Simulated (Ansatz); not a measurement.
**WSe2 (P6_3/mmc): how G0W0 depends on its starting point**

How much of the starting functional survives in the G0W0 gap of WSe2 (P6_3/mmc)?

Program: Ansatz 0.2.0. Level of theory: G0W0 on several functionals, plane waves, PAW. Results are calculated unless marked as measured.

The database entry behind the starting cell differs from later determinations by our own check (a about 0.2 % long), so it need not match the best structure at ambient conditions.

In doubt: masses and optical values from hybrid runs of this build are listed as unsure (step 5), which bears on the screening that GW takes from such a start.

### Step 1. The starting structure

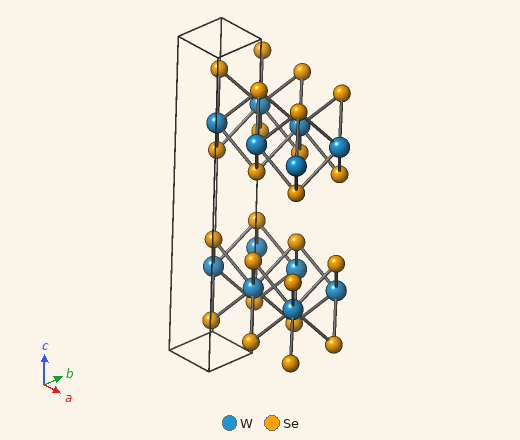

The starting structure, seen slightly off an axis (tungsten blue, selenium orange). 3×2×1 cells are drawn.

The cell and positions come from the Crystallography Open Database and are kept as given unless a step says otherwise. Spin-orbit coupling is left out unless a step names it.

### Step 2. G0W0 on LDA

Now the one-shot GW correction: screening in the RPA, then the self-energy of the levels asked for. This step takes PAW set soft_1 files.

This step: G0W0 on LDA, plane waves, PAW; PAW set soft_1.

The input, input.yaml:

```yaml
crystal:
  lattice:
    - [3.29, 0.0, 0.0]
    - [-1.645, 2.8492235785, 0.0]
    - [0.0, 0.0, 12.97]
  atoms:
    - { symbol: W, position: [0.3333333333, 0.6666666667, 0.25] }
    - { symbol: W, position: [0.6666666667, 0.3333333333, 0.75] }
    - { symbol: Se, position: [0.3333333333, 0.6666666667, 0.621] }
    - { symbol: Se, position: [0.6666666667, 0.3333333333, 0.121] }
    - { symbol: Se, position: [0.3333333333, 0.6666666667, 0.879] }
    - { symbol: Se, position: [0.6666666667, 0.3333333333, 0.379] }
kpoints:
  mp_grid: { grid: [6, 6, 2] }
hamiltonian:
  xc: lda
  pseudopotentials: { kind: paw, azcp: { folder: soft_1 }, xc_functional: pbe }
scf:
  occupations: { method: fixed }
gw:
  n_empty_bands: 276
  ecut_chi: 100
  qp_bands: [v2, c2]
  qp_kpoints: band_edges
  screening: { model: contour_deformation }
```

Command:

```sh
ansatz run input.yaml --threads 2 --pin off --max-ram 73728MiB --backend cuda --events-out ev --progress --plain --runs-dir out --devices 1 --max-vram 13GiB
```

Numbers of over 12 decimals in the logs are rounded to 6 here.

The program printed:

```text
GPUs: using 1 of 1 available (devices: 1).
Engine: ansatz 0.2.0, x86_64-unknown-linux-gnu
Pseudopotentials: kind: paw
Pseudopotential: W, paw, valence charge 14, recommended cutoff 420 eV (normal), soft_1/W.paw.azcp
Pseudopotential: Se, paw, valence charge 16, recommended cutoff 420 eV (normal), soft_1/Se.paw.azcp
Functional definition: SPW92
  exchange = slater_x
  correlation = pw_c
device memory: the entry about to start is reckoned to put 1.8 GiB on a device that reports 45.8 GiB free (of which the cap on the GPU budget leaves the run 13.0 GiB)
GPU FFT provider: cuFFT
GPU libraries: cuBLAS 13.8.2, cuFFT 12.4.0, cuSOLVER 12.3.4
Crystal: 6 atoms, lattice volume = 121.580 Å³
Basis set: ecut = 420 eV, 2419 PW (Γ)
Bands: 56, of which v1, the nominal top of the filled ones, is band 46 counted from 1 (45 counted from 0)
Symmetry: 24 space group operations
Space group: P63/mmc (ITA 194), of the structure as read, at distance tolerance 5.0e-5 Å
k-points: 14 of 72
Non-local potential: W, projectors of the file, l = 0: 3, l = 1: 2, l = 2: 2, l = 3: 1
Non-local potential: Se, projectors of the file, l = 0: 2, l = 1: 2, l = 2: 3, l = 3: 1
PAW form: soft (Blöchl's): semilocal exchange-correlation on the pseudo side does not see the compensation charge
PAW frozen core: W, regenerated for the run's functional, and the local potential with it (the file was generated under x = pbe(κ = 0.804, μ = 0.219515), c = pbe(β = 0.066725))
PAW frozen core: Se, regenerated for the run's functional, and the local potential with it (the file was generated under x = pbe(κ = 0.804, μ = 0.219515), c = pbe(β = 0.066725))
PAW one-centre angular grid: W, 590 points (default); XC on 64 Gauss nodes
PAW one-centre angular grid: Se, 590 points (default); XC on 64 Gauss nodes
Initial density: superposition of atomic densities (chi_scale 0.1, normalization cell, long waves kept (reshape's long-wave potential 0.04 eV rms))
Initial wavefunctions: pseudopotential atomic-orbital guess
GPU buffer pool allocated for 51840 grid points (all kernels)
GPU transforms: local potential and band sums: pruned to the plane-wave sphere, on 24×24×90
Functional: x = slater, c = lda
SCF iter   1: F=—  HF=-41799.219095 eV  |F-HF|=—  |Δ(HF+E_count)|=         —  Δρ=3.59e-2  dr2=5.85e0  ethr=3.10e-3  ⟨swp⟩=4.8  Hψ=2414  notcnv=0  defer=81
preconditioner: auto → Resta (q_TF=auto, 2.604 Å⁻¹)  ε∞=6.1  [insulator: Δε(μ)=0.849 eV  Ē_g=8.940 eV  n_scr=40 (ndim 8)  ℏωp=20.2 eV  f_vac=0.022  ε∞_Penn≈6.1]
SCF iter   2: F=—  HF=-41798.307240 eV  |F-HF|=—  |Δ(HF+E_count)|=   9.12e-1  Δρ=2.19e-2  dr2=8.11e-1  ethr=3.10e-3  ⟨swp⟩=2.0  Hψ=1066  notcnv=0  defer=58
SCF iter   3: F=—  HF=-41798.086709 eV  |F-HF|=—  |Δ(HF+E_count)|=   2.21e-1  Δρ=8.37e-3  dr2=2.58e-1  ethr=8.81e-4  ⟨swp⟩=2.1  Hψ=991  notcnv=0  defer=99
SCF iter   4: F=—  HF=-41798.030029 eV  |F-HF|=—  |Δ(HF+E_count)|=   5.67e-2  Δρ=2.20e-3  dr2=7.65e-3  ethr=2.81e-4  ⟨swp⟩=2.0  Hψ=980  notcnv=0  defer=101
SCF iter   5: F=—  HF=-41798.028506 eV  |F-HF|=—  |Δ(HF+E_count)|=   1.52e-3  Δρ=9.58e-4  dr2=1.70e-3  ethr=8.32e-6  ⟨swp⟩=2.0  Hψ=1473  notcnv=0  defer=110
SCF iter   6: F=—  HF=-41798.028277 eV  |F-HF|=—  |Δ(HF+E_count)|=   2.29e-4  Δρ=3.26e-4  dr2=1.36e-4  ethr=1.85e-6  ⟨swp⟩=2.0  Hψ=1377  notcnv=0  defer=110
SCF iter   7: F=—  HF=-41798.028322 eV  |F-HF|=—  |Δ(HF+E_count)|=   4.56e-5  Δρ=6.69e-5  dr2=6.18e-6  ethr=1.48e-7  ⟨swp⟩=2.0  Hψ=950  notcnv=0  defer=41
SCF iter   8: F=—  HF=-41798.028323 eV  |F-HF|=—  |Δ(HF+E_count)|=   7.94e-7  Δρ=2.23e-5  dr2=5.22e-7  ethr=6.71e-9  ⟨swp⟩=2.0  Hψ=1384  notcnv=0  defer=36
SCF iter   9: F=-41798.028324 eV  HF=-41798.028324 eV  |F-HF|=2.57e-9  |Δ(HF+E_count)|=   3.34e-7  Δρ=5.81e-6  dr2=2.39e-8  ethr=1.09e-10  ⟨swp⟩=10.2  Hψ=2707  notcnv=0
SCF 1 converged in 9 iterations: F = -41798.028324 eV  dr2 = 2.39e-8
  greatest PAW one-centre occupation: 1.000 electrons in one spin orbital (limit 2), on the Se atom at site 5 (counted from 0), in its partial waves of l = 2
device memory: the entry about to start is reckoned to put 2.2 GiB (of the 2.2 GiB reckoned in all, the device holds 0.1 GiB already) on a device that reports 45.7 GiB free (of which the cap on the GPU budget leaves the run 13.0 GiB)
NSCF: frozen V_eff on 14 k-points
the band table was solved once the SCF had ended and its energy, with any forces and stress, was formed, with the checks that follow a solve (2871 applications of the Hamiltonian). They found nothing against the state; the energy, forces and stress were not computed again (output.eigenvalues in the input reference)
device memory: the entry about to start is reckoned to put 3.0 GiB on a device that reports 45.1 GiB free (of which the cap on the GPU budget leaves the run 13.0 GiB)
NSCF: frozen V_eff on 14 k-points
G₀W₀ screening: q 1/14
[... further progress lines ...]
SCF converged after 9 iterations
Free energy (F): -41798.028324 eV
Harris-Foulkes:  -41798.028324 eV  (|F-HF|=2.57e-9)
Internal energy: -41798.028324 eV  (E = F + TS)
E sigma→0 (E₀):  -41798.028324 eV
Fermi energy:    12.239140 eV
--- Per-component energies (eV) ---
  E_band       = -1753.597355
  E_kinetic    = 1291.903235
  E_local      = -12254.195978  (includes V_loc(G=0)·N_el)
  E_nonlocal   = -1439.516669
  E_hartree    = 6293.858605
  E_xc         = -872.393714
  E_vxc        = -827.472359  (∫ρ·V_xc dr)
  E_paw        = -24832.273093  (= ΣΔE_a)
  E_vpaw       = -1112.030488  (= ΣTr[D̂ρ^β])
  E_aug_tail   = -0.001191  (compensation charges beyond the density's cutoff)
  E_ewald      = -9994.845457
  E_core_change = 9.435938  (= ΣΔE_core)
  E_smearing   = -0.000000  (= −TS)
  E_closure    = 0.000000  (closes the sum)
  Σ components = -41798.028324   (vs F -41798.028324, Δ=0.00e0)
--- Band table (eV; the first three rows and the last of 14) ---
  k-point 0: bands = [... 42 lower, 10.7414, 11.1127, 11.2145, 12.2391, 14.8667, 14.8667, 14.9178, 14.9178, ... 6 higher]
  k-point 1: bands = [... 42 lower, 10.7140, 10.7140, 12.0290, 12.0290, 14.8726, 14.8726, 14.8726, 14.8726, ... 6 higher]
  k-point 2: bands = [... 42 lower, 10.4155, 11.1428, 11.2307, 11.5689, 13.8427, 14.3751, 14.4869, 14.5503, ... 6 higher]
  k-point 13: bands = [... 42 lower, 9.5279, 9.5279, 11.8858, 11.8858, 13.5401, 13.5401, 14.6161, 14.6161, ... 6 higher]
--- G₀W₀: contour deformation, 7 samples at zero and on the imaginary axis and 1 off it, 72 q-points, 276 empty bands' worth ---
  eigenvalues of the whole cell's RPA ε∞ on this k-mesh (on a slab, of 1 + 4πα/V) = 7.4940, 15.7481, 15.7481; static W/v taken at q = 0 is 0.067014
  bands read: the sum over 322 bands ends inside a degenerate multiplet in 1 slot, whose members it reads at an even weight; the widest, k=1: bands 321 to 324 (counted from 1) at 2/4 each
  gw.qp_kpoints: band_edges: 11 of 14 stored k-points solved, in 1 pass; an edge of the gap read off the rows below is read off those points alone
    valence top: of the k-points left out ik 7 came nearest to being solved in a further pass, in band 45 (counted from 1, as in the quasiparticle table): it holds the edge there only if its correction is more favourable than any solved in that band by at least 1.239 eV; those differ by 0.343 eV
    conduction bottom: of the k-points left out ik 4 came nearest to being solved in a further pass, in band 47 (counted from 1, as in the quasiparticle table): it holds the edge there only if its correction is more favourable than any solved in that band by at least 0.581 eV; those differ by 0.187 eV
    ik  band        ε_KS         Σx   Σc(E_QP)       V_xc       Z   E_QP_lin       E_QP  E_QP is
     0    45     11.2145   -18.1554     1.7132   -16.2724  0.7686    11.0443    11.0448  root
     0    46     12.2391   -19.3926     0.4675   -19.1321  0.7538    12.4457    12.4461  root
     0    47     14.8667   -13.9155    -4.0888   -18.5872  0.7554    15.4571    15.4496  root
     0    48     14.8667   -13.9155    -4.0888   -18.5872  0.7554    15.4571    15.4496  root
     1    45     12.0290   -19.0920     0.7073   -18.5258  0.7557    12.1699    12.1702  root
     1    46     12.0290   -19.0920     0.7073   -18.5258  0.7557    12.1699    12.1702  root
     1    47     14.8726   -13.8742    -4.0760   -18.5227  0.7544    15.4524    15.4450  root
     1    48     14.8726   -13.8742    -4.0760   -18.5227  0.7544    15.4524    15.4450  root
     2    45     11.2307   -18.2361     1.6983   -16.3840  0.7681    11.0766    11.0769  root
     2    46     11.5689   -19.1008     0.8332   -18.4337  0.7502    11.7346    11.7349  root
     2    47     13.8427   -13.3659    -3.8598   -17.7570  0.7602    14.3790    14.3739  root
     2    48     14.3751   -14.0475    -4.1834   -18.8832  0.7628    15.0357    15.0273  root
     3    45     11.5286   -19.0485     0.9466   -18.2335  0.7517    11.6600    11.6603  root
     3    46     11.5286   -19.0485     0.9466   -18.2335  0.7517    11.6600    11.6603  root
     3    47     14.1323   -13.7818    -3.9683   -18.3079  0.7572    14.6964    14.6901  root
     3    48     14.1323   -13.7818    -3.9683   -18.3079  0.7572    14.6964    14.6901  root
     6    45     10.9861   -17.9755     1.2866   -16.7045  0.7519    11.0018    11.0018  root
     6    46     11.1606   -18.5445     1.6382   -16.8081  0.7653    11.0622    11.0624  root
     6    47     14.3333   -16.5157    -4.6082   -21.8073  0.7294    15.0296    15.0168  root
     6    48     14.3737   -16.4732    -4.6368   -21.7903  0.7286    15.0670    15.0540  root
     8    45     11.0952   -19.3614     1.1579   -18.3528  0.7421    11.2442    11.2446  root
     8    46     11.1379   -19.4459     1.1625   -18.4214  0.7448    11.2756    11.2759  root
     8    47     13.1611   -13.0509    -3.5961   -17.1429  0.7652    13.6605    13.6571  root
     8    48     14.0793   -14.1798    -4.0628   -18.8012  0.7491    14.6446    14.6378  root
[...]
12    45     11.7784   -18.1645     0.5241   -17.7968  0.7524    11.9346    11.9348  root
    12    46     12.0305   -18.8090     0.3995   -18.6030  0.7526    12.2237    12.2241  root
    12    47     13.5401   -15.5628    -3.8949   -20.0701  0.7469    14.1590    14.1524  root
    12    48     13.5401   -15.5628    -3.8949   -20.0701  0.7469    14.1590    14.1524  root
    13    45     11.8858   -18.3841     0.4560   -18.1012  0.7528    12.0585    12.0588  root
    13    46     11.8858   -18.3841     0.4560   -18.1012  0.7528    12.0585    12.0588  root
    13    47     13.5401   -15.5599    -3.8948   -20.0670  0.7469    14.1590    14.1524  root
    13    48     13.5401   -15.5599    -3.8948   -20.0670  0.7469    14.1590    14.1524  root
```

Wall time 29 s (1 × NVIDIA H100 80GB HBM3 (shared by 6 runs) with 2 threads of AMD EPYC 7R13 (Zen 3), shared host); peak memory 1.5 GiB.

This step gave:

```yaml
bands_summed: 322
rpa_eps_infinity_on_this_mesh_eigenvalues: 7.494, 15.75, 15.75
plane_waves_in_the_screening_matrix: 291
q_points_in_the_mesh: 72
g0w0_gap_on_the_mesh: 1.211 eV
k_of_the_valence_top: 0, 0, 0
k_of_the_conduction_bottom: 0.1667, 0.1667, 0
starting_gap_on_the_mesh: 0.9219 eV
z_at_the_valence_top: 0.7538
z_at_the_conduction_bottom: 0.7652
least_direct_g0w0_gap_on_the_computed_points: 1.928 eV
```

The gap on the mesh goes from 0.92 eV to 1.21 eV, a correction of +0.29 eV. Between the two edge states, bare exchange in place of the xc potential would open the gap by 4.35 eV, and correlation takes back 4.06 eV.

### Step 3. G0W0 on PBEsol

One-shot GW remembers its start. Another functional's orbitals and levels show by how much.

This step: G0W0 on PBEsol, plane waves, PAW; PAW set soft_1.

Changes to input.yaml since step 2:

```diff
@@ -15,3 +15,3 @@
 hamiltonian:
-  xc: lda
+  xc: pbesol
   pseudopotentials: { kind: paw, azcp: { folder: soft_1 }, xc_functional: pbe }
```

The program printed:

```text
GPUs: using 1 of 1 available (devices: 1).
[...]
GPU FFT provider: cuFFT
GPU libraries: cuBLAS 13.8.2, cuFFT 12.4.0, cuSOLVER 12.3.4
Crystal: 6 atoms, lattice volume = 121.580 Å³
Basis set: ecut = 420 eV, 2419 PW (Γ)
Bands: 56, of which v1, the nominal top of the filled ones, is band 46 counted from 1 (45 counted from 0)
Symmetry: 24 space group operations
[...]
k-points: 14 of 72
[...]
GPU buffer pool allocated for 51840 grid points (all kernels)
[...]
SCF iter   1: F=—  HF=-42216.721267 eV  |F-HF|=—  |Δ(HF+E_count)|=         —  Δρ=3.67e-2  dr2=5.79e0  ethr=3.10e-3  ⟨swp⟩=4.9  Hψ=2420  notcnv=0  defer=83
[...]
SCF iter   9: F=-42215.586403 eV  HF=-42215.586403 eV  |F-HF|=3.62e-9  |Δ(HF+E_count)|=   1.49e-6  Δρ=7.70e-6  dr2=4.58e-8  ethr=1.09e-10  ⟨swp⟩=10.2  Hψ=2904  notcnv=0
SCF 1 converged in 9 iterations: F = -42215.586403 eV  dr2 = 4.58e-8
[...]
NSCF: frozen V_eff on 14 k-points
[...]
G₀W₀ screening: q 1/14
[... further progress lines ...]
SCF converged after 9 iterations
Free energy (F): -42215.586403 eV
[...]
Internal energy: -42215.586403 eV  (E = F + TS)
E sigma→0 (E₀):  -42215.586403 eV
Fermi energy:    12.430697 eV
[...]
--- Band table (eV; the first three rows and the last of 14) ---
  k-point 0: bands = [... 42 lower, 10.9335, 11.3030, 11.3829, 12.4307, 15.0705, 15.0705, 15.1209, 15.1209, ... 6 higher]
  k-point 1: bands = [... 42 lower, 10.9059, 10.9059, 12.2159, 12.2159, 15.0767, 15.0767, 15.0767, 15.0767, ... 6 higher]
  k-point 2: bands = [... 42 lower, 10.5887, 11.3298, 11.3993, 11.7578, 14.0596, 14.5894, 14.6930, 14.7571, ... 6 higher]
  k-point 13: bands = [... 42 lower, 9.7084, 9.7084, 12.0825, 12.0825, 13.7452, 13.7452, 14.8228, 14.8228, ... 6 higher]
[...]
0    45     11.3829   -18.1215     1.7675   -16.0313  0.7691    11.0585    11.0602  root
     0    46     12.4307   -19.3583     0.5155   -18.8807  0.7547    12.4686    12.4686  root
     0    47     15.0705   -13.8597    -4.0323   -18.3073  0.7565    15.4894    15.4858  root
     0    48     15.0705   -13.8597    -4.0323   -18.3073  0.7565    15.4894    15.4858  root
     1    45     12.2159   -19.0556     0.7547   -18.2770  0.7566    12.1921    12.1921  root
     1    46     12.2159   -19.0556     0.7547   -18.2770  0.7566    12.1921    12.1921  root
     1    47     15.0767   -13.8163    -4.0198   -18.2414  0.7556    15.4854    15.4819  root
     1    48     15.0767   -13.8163    -4.0198   -18.2414  0.7556    15.4854    15.4819  root
[...]
13    45     12.0825   -18.3251     0.4981   -17.8324  0.7539    12.0878    12.0878  root
    13    46     12.0825   -18.3251     0.4981   -17.8324  0.7539    12.0878    12.0878  root
    13    47     13.7452   -15.5253    -3.8381   -19.8076  0.7481    14.1926    14.1894  root
    13    48     13.7452   -15.5253    -3.8381   -19.8076  0.7481    14.1926    14.1894  root
```

Elapsed: 39 s, on 1 × NVIDIA H100 80GB HBM3 (shared by 6 runs) with 2 threads; peak memory 1.5 GiB; 57 s of CPU time.

This step gave:

```
bands summed                                 : 322
RPA ε∞ on this mesh (eigenvalues)            : 7.375, 15.62, 15.62
plane waves in the screening matrix          : 291
q-points in the mesh                         : 72
G0W0 gap on the mesh                         : 1.226 eV
k of the valence top                         : 0, 0, 0
k of the conduction bottom                   : 0.1667, 0.1667, 0
starting gap on the mesh                     : 0.9403 eV
Z at the valence top                         : 0.7547
Z at the conduction bottom                   : 0.7661
least direct G0W0 gap on the computed points : 1.937 eV
```

Against the run with 6×6×2 mesh, 276 empty bands, screening to 100 eV, PAW set soft_1 files on LDA, the gap moves by +0.016 eV.

### Step 4. G0W0 on PBE

This step: G0W0 on PBE, plane waves, PAW; PAW set soft_1.

Changes to input.yaml since step 3:

```diff
@@ -15,4 +15,4 @@
 hamiltonian:
-  xc: pbesol
-  pseudopotentials: { kind: paw, azcp: { folder: soft_1 }, xc_functional: pbe }
+  xc: pbe
+  pseudopotentials: { kind: paw, azcp: { folder: soft_1 } }
 scf:
```

The program printed:

```text
GPUs: using 1 of 1 available (devices: 1).
[...]
GPU FFT provider: cuFFT
GPU libraries: cuBLAS 13.8.2, cuFFT 12.4.0, cuSOLVER 12.3.4
Crystal: 6 atoms, lattice volume = 121.580 Å³
Basis set: ecut = 420 eV, 2419 PW (Γ)
Bands: 56, of which v1, the nominal top of the filled ones, is band 46 counted from 1 (45 counted from 0)
Symmetry: 24 space group operations
[...]
k-points: 14 of 72
[...]
1    48     15.2210   -13.8407    -3.9906   -18.1528  0.7555    15.5446    15.5425  root
[...]
13    45     12.2385   -18.3710     0.5365   -17.7201  0.7538    12.1240    12.1242  root
    13    46     12.2385   -18.3710     0.5365   -17.7201  0.7538    12.1240    12.1242  root
    13    47     13.9043   -15.5629    -3.7902   -19.6798  0.7480    14.2325    14.2309  root
    13    48     13.9043   -15.5629    -3.7902   -19.6798  0.7480    14.2325    14.2309  root
[key lines of the parts left out:]
SCF converged after 9 iterations
Free energy (F): -42651.440017 eV
Fermi energy:    12.576123 eV
```

Wall time 39 s (1 × NVIDIA H100 80GB HBM3 (shared by 6 runs) with 2 threads); peak memory 1.5 GiB; 49 s of CPU time.

Numbers from this step:

| Quantity | Value |
| --- | --- |
| bands summed | 322 |
| RPA ε∞ on this mesh (eigenvalues) | 7.130, 15.40, 15.40 |
| plane waves in the screening matrix | 291 |
| G0W0 gap on the mesh | 1.244 eV |
| k of the valence top | 0, 0, 0 |
| k of the conduction bottom | 0.1667, 0.1667, 0 |
| starting gap on the mesh | 0.9759 eV |
| least direct G0W0 gap on the computed points | 1.944 eV |

Against the run with 6×6×2 mesh, 276 empty bands, screening to 100 eV, PAW set soft_1 files on PBEsol, the gap moves by +0.017 eV, while the start moved by +0.04 eV.

### Step 5. G0W0 on HSE06

This step: G0W0 on HSE06, plane waves, PAW; PAW set soft_1.

Changes to input.yaml since step 4:

```diff
@@ -15,3 +15,3 @@
 hamiltonian:
-  xc: pbe
+  xc: hse06
   pseudopotentials: { kind: paw, azcp: { folder: soft_1 } }
```

The program printed:

```text
GPUs: using 1 of 1 available (devices: 1).
[...]
davidson cushion auto → on  (no smearing: the cushion is to keep the highest requested band from converging to the state above it; pin scf.eigensolver.cushion to override)
[...]
GPU FFT provider: cuFFT
GPU libraries: cuBLAS 13.8.2, cuFFT 12.4.0, cuSOLVER 12.3.4
Crystal: 6 atoms, lattice volume = 121.580 Å³
Basis set: ecut = 420 eV, 2419 PW (Γ)
[...]
1    47     15.5302   -13.6512    -3.9147   -17.7103  0.7796    15.6749    15.6746  root
     1    48     15.5302   -13.6512    -3.9147   -17.7103  0.7796    15.6749    15.6746  root
[...]
13    45     11.8988   -18.2431     0.4918   -17.8305  0.7787    11.9780    11.9780  root
    13    46     11.8988   -18.2431     0.4918   -17.8305  0.7787    11.9780    11.9780  root
    13    47     14.0323   -15.4014    -3.6763   -19.2798  0.7729    14.2349    14.2344  root
    13    48     14.0323   -15.4014    -3.6763   -19.2798  0.7729    14.2349    14.2344  root
[key lines of the parts left out:]
Free energy (F): -42659.279680 eV
Fermi energy:    12.255731 eV
```

Run time: 90 s. Hardware: 1 × NVIDIA H100 80GB HBM3 (shared by 6 runs) with 2 threads; peak memory 2.1 GiB.

This step gave:

```
bands summed                                 : 322
RPA ε∞ on this mesh (eigenvalues)            : 5.876, 12.20, 12.20
plane waves in the screening matrix          : 291
G0W0 gap on the mesh                         : 1.427 eV
k of the valence top                         : 0, 0, 0
k of the conduction bottom                   : 0.1667, 0.1667, 0
starting gap on the mesh                     : 1.446 eV
least direct G0W0 gap on the computed points : 2.094 eV
```

Against the run with 6×6×2 mesh, 276 empty bands, screening to 100 eV, PAW set soft_1 files on PBE, the gap moves by +0.18 eV, while the start moved by +0.47 eV.

(Continued in part 2 of 2.)

[Paths, hosts, dates, memory and timing lines, banners, echoed tables and standing remarks are left out of the program output.]

[Logs are printed without paths, hosts, clocks, repeated set-up lines and the standing remarks that a program may print on its own settings, such as how far it seeks lower states.]

[Runs of the session that timed out or met a known fault of the program may be left out.]

[Cells called generated may have been cut or substituted from an entry of the Crystallography Open Database or the Materials Project.]

[Hosts, paths, dates, database ids (printed as entryN), source tags and the programs' standing remarks are cut or masked in the printed files.]
